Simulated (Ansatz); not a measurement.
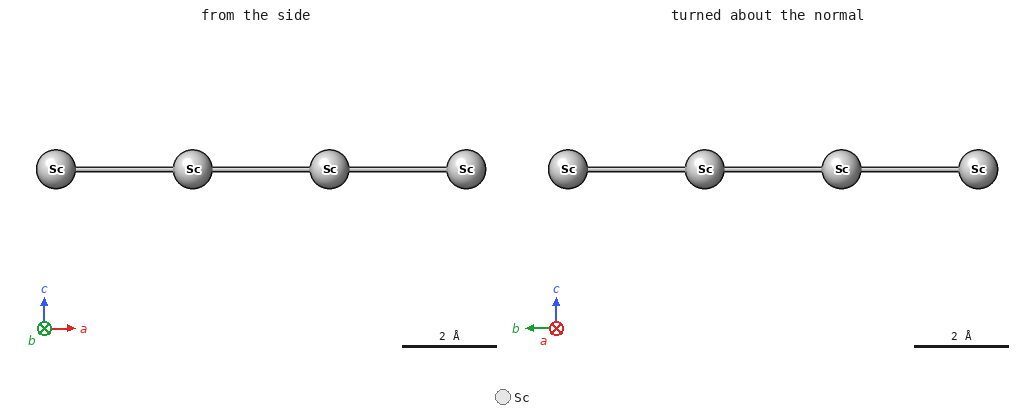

A ball-and-stick picture of a periodic sheet, seen from the side and turned about the normal. The surface normal points up in side views; the vacuum is left out. 4×4 cells are drawn in the plane, with atoms at the edges repeated.

The cell holds 1 Sc.

Question: How far apart are the outermost atoms along the normal?

Answer: About 0.0 Å from the lowest to the highest atom.

Question: What is bonded to what?

Answer: Each Sc atom is coordinated by four Sc in a square planar arrangement at about 2.9 Å. The bonds build Sc layers parallel to the surface.

The structure comes from a structure type filled with this element by a generator (whether the element takes this form wasn't checked). Relaxation method: DFT PBE, scalar-relativistic, plane waves, PAW (Ansatz).
